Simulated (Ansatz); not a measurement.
**Cl₂Ge···H₂: density, localisation and related maps**

Input

```
crystal:
  periodic: [false, false, false]
  atoms:
    - { symbol: Ge, position_ang: [-0.302744, 0.0, -0.217126] }
    - { symbol: H, position_ang: [1.730612, 1.4e-05, 1.657608] }
    - { symbol: H, position_ang: [2.139596, -1.4e-05, 1.080567] }
    - { symbol: Cl, position_ang: [-1.461384, 1.688281, -1.032273] }
    - { symbol: Cl, position_ang: [-1.46138, -1.688281, -1.032277] }
basis:
  gaussian: { orbitals: def2-SVP }
hamiltonian:
  xc: hf
relax:
  f_tol: 0.03
  max_steps: 50
output:
  orbitals: {}
```

Run with:

```sh
ansatz run input.yaml --threads 1 --pin off --max-ram 2048MiB --backend cpu --events-out ev --progress --plain --runs-dir out
```

The fields are those of the relaxed geometry.

Theory: Ansatz 0.2.0, RHF/def2-SVP.

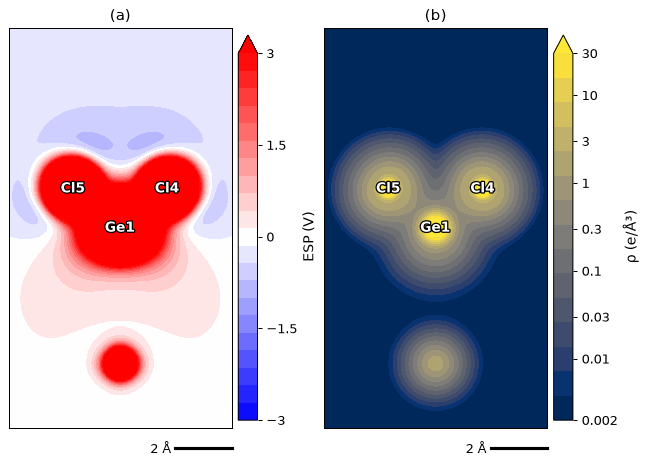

Figure 1. (a) molecular electrostatic potential; (b) electron density on the plane of atoms Cl4, Ge1 and Cl5.

Q: What do the fields say about this system?

A: Atoms in the plane: Ge and Cl. Ge–Cl (2.19 Å): ρ is about 0.67 e/Å³ halfway, with its minimum of 0.6 e/Å³ about 1.0 Å from Ge. Outside the dense part of the complex the potential is most negative (−0.8 V) near Cl4 and Cl5.

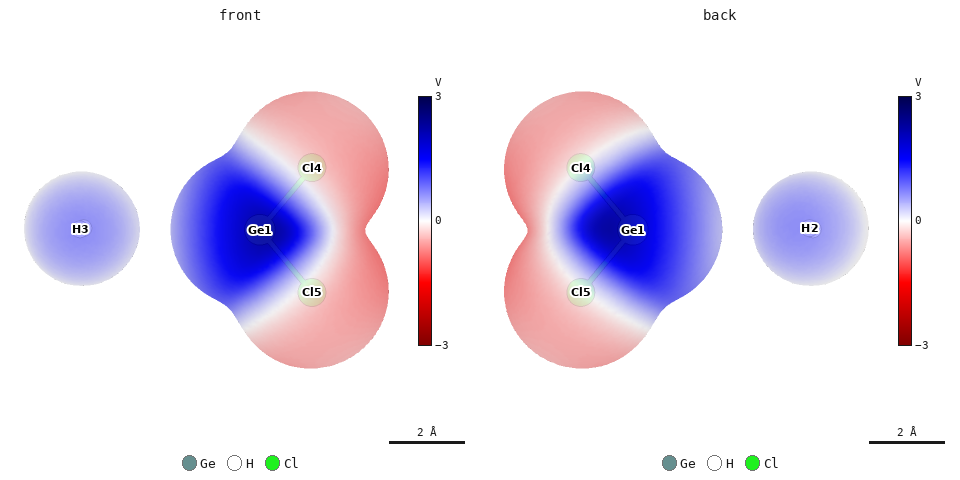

Figure 2. The molecular electrostatic potential painted on the density surface at 0.001 e/bohr³, seen from the front and from behind; the colour scale runs from red (negative) to blue (positive).

Q: Where is the surface potential most negative and most positive?

A: The most negative region (about −0.7 V, or −16 kcal/mol for a unit charge) lies over Cl4 and Cl5, the most positive (about +2.2 V, or +51 kcal/mol for a unit charge) over Ge1.

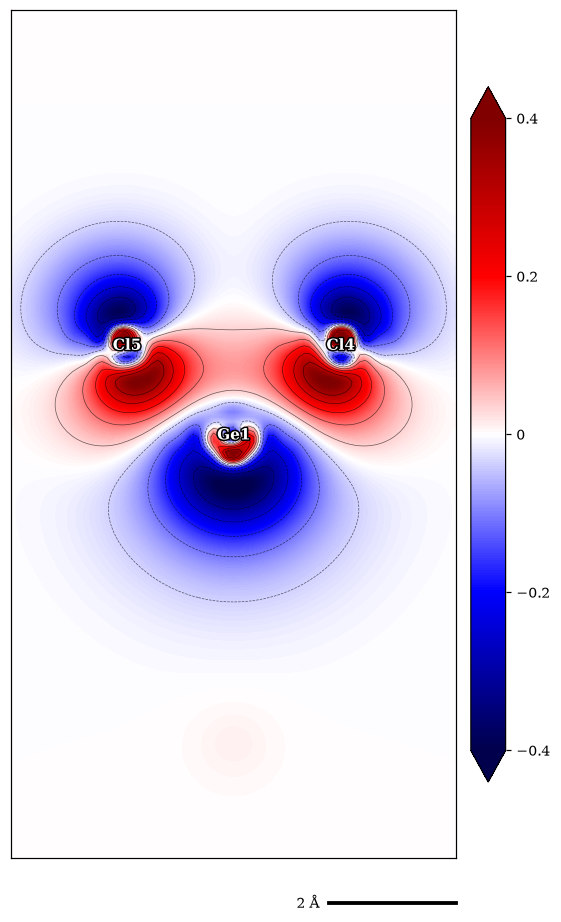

Figure 3. The HOMO on the plane of atoms Cl4, Ge1 and Cl5 (values in Å⁻³ᐟ²; the overall sign is arbitrary).

Q: Describe this orbital and give its energy.

A: By Hirshfeld shares it lies mainly on Ge1 (about 55 %), Cl4 (about 20 %) and Cl5 (about 20 %). Its energy is −10.42 eV.
